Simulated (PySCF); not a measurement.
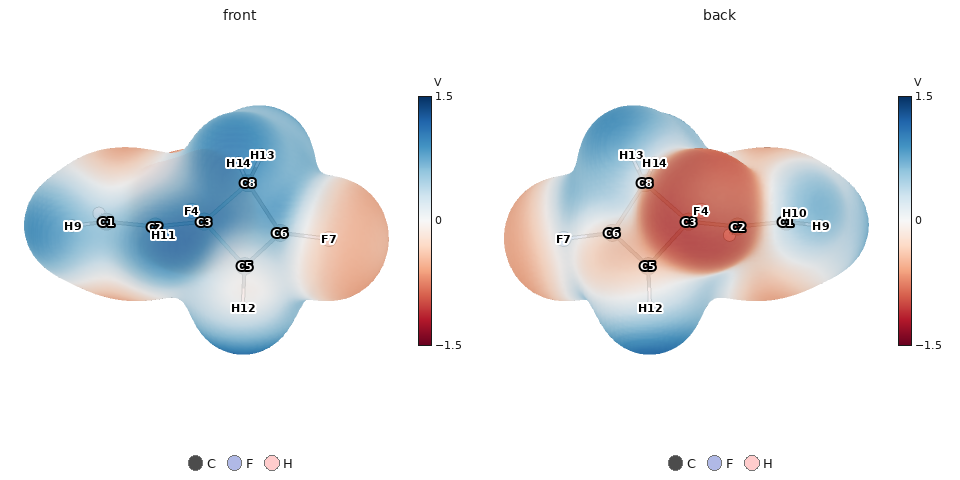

Figure 1: C6H6F2. The electrostatic potential painted on the density surface at 0.002 e/bohr³, seen from the front and from behind; the colour scale runs from red (negative) to blue (positive).

Geometry: GFN2-xTB.

Theory: PBE0/pcSseg-1, SCF density, gas phase, non-relativistic (PySCF 2.14.0).

```xyz
14

C     2.4154    0.1800    0.2108
C     1.1467    0.5426    0.1760
C     0.0030   -0.4037    0.0215
F     0.4456   -1.7057   -0.0674
C    -1.0158   -0.0326   -1.0466
C    -1.9690    0.1286   -0.1387
F    -3.2377    0.5237   -0.1958
C    -1.1578   -0.2480    1.0608
H     3.2054    0.9024    0.3176
H     2.7049   -0.8542    0.1344
H     0.8442    1.5778    0.2462
H    -0.9362    0.0566   -2.1104
H    -1.4348   -1.1888    1.5321
H    -1.0146    0.5208    1.8175
```

Q: Where is the surface potential most negative and most positive?

A: The most negative region (about −1.0 V) lies over F4, the most positive (about +1.1 V) over H11 and H12.

Q: What dipole moment does the calculation give?

A: Its dipole moment is 1.37 D.
